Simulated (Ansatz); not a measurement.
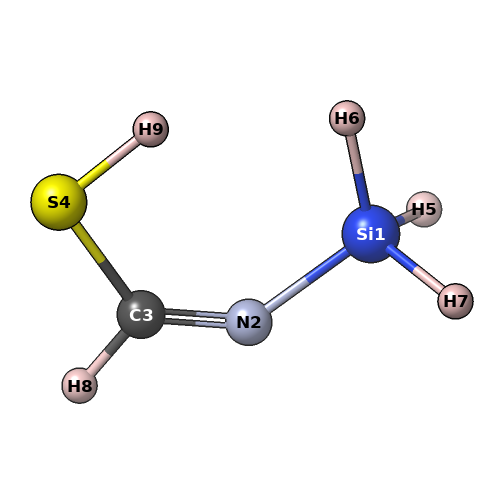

Distant atoms are faded towards the background colour. The geometry was computed by an optimisation with PBE-D4/def2-SVP. No frequency run is at hand to confirm it as a minimum.

Question: Which atoms or bonds are stereogenic?

Answer: Double bonds: N2=C3.

Question: What are the Cahn–Ingold–Prelog descriptors?

Answer: N2=C3: Z.
